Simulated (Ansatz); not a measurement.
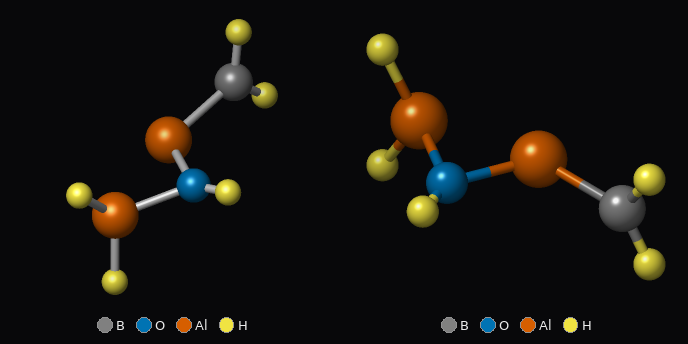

Both panels show the same species.

What does the picture show?

It has 9 atoms: 2 aluminium, 1 boron, 5 hydrogen and 1 oxygen (Al₂BH₅O). The point group is Cs. Coordination, clear cases only: 1 B trigonal planar; 1 Al bent.

The parts below concern this one geometry. Atoms keep their numbers from picture to picture. Computed geometry: PBE0-D4/def2-TZVP optimisation. No frequency run is at hand to confirm it as a minimum.

**Shape**

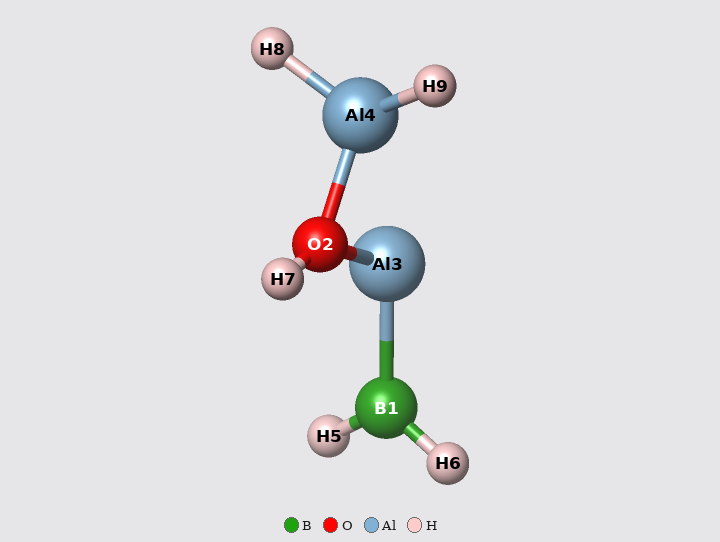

Atoms carry their numbers in the input. No frequency run is at hand to confirm it as a minimum.

Give the bond lengths.

```
  bond  length (Å)
B1–Al3       2.133
 B1–H5       1.200
 B1–H6       1.200
O2–Al3       1.843
O2–Al4       1.912
 O2–H7       0.960
Al4–H8       1.590
Al4–H9       1.590
```

**Dipole moment**

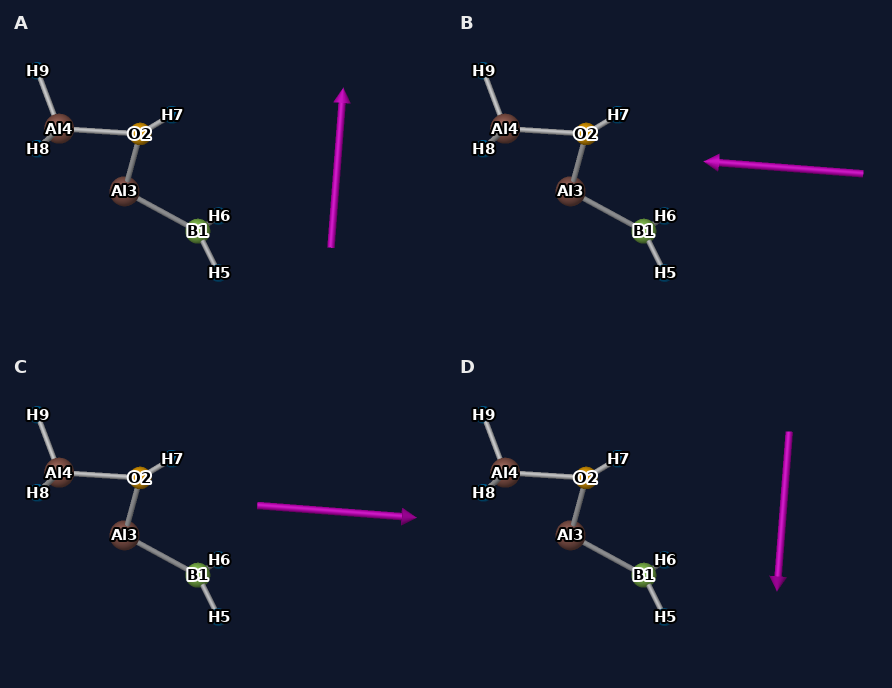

The same molecule four times, each with an arrow. No frequency run is at hand to confirm it as a minimum. Properties computed with RKS PBE0-D4/def2-TZVP (Ansatz 0.2.0).

> Which arrow points along the dipole moment, from the negative to the positive end?

C. The dipole moment is 3.07 D; it points from the side of H8, H9 to the side of H5, H6 (the outermost atoms at the two ends).

**Electronic properties**

No frequency run is at hand to confirm it as a minimum. Properties computed with RKS PBE0-D4/def2-TZVPP (Ansatz 0.2.0).

Predict the main results.

- HOMO energy (Kohn–Sham orbital): −5.81 eV
- LUMO energy (Kohn–Sham orbital): −2.76 eV
- HOMO–LUMO gap: 3.04 eV
- dispersion correction: −12.8 kJ/mol

**Charges**

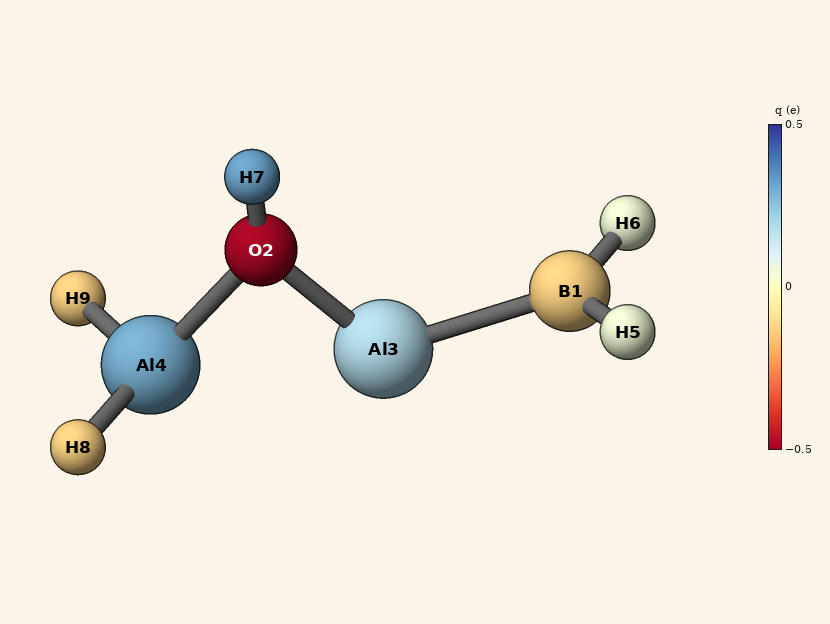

Atoms are coloured by their Mulliken charges. No frequency run is at hand to confirm it as a minimum. Method: RKS PBE0-D4/def2-TZVP (Ansatz 0.2.0).

List the Mulliken charges.

```json
{"atom": "B1", "value (e)": "−0.12"}
{"atom": "O2", "value (e)": "−0.48"}
{"atom": "Al3", "value (e)": "0.18"}
{"atom": "Al4", "value (e)": "0.29"}
{"atom": "H5", "value (e)": "0.04"}
{"atom": "H6", "value (e)": "0.04"}
{"atom": "H7", "value (e)": "0.31"}
{"atom": "H8", "value (e)": "−0.12"}
{"atom": "H9", "value (e)": "−0.12"}
```

Mulliken values depend strongly on the basis set and can even reverse the polarity of a bond.
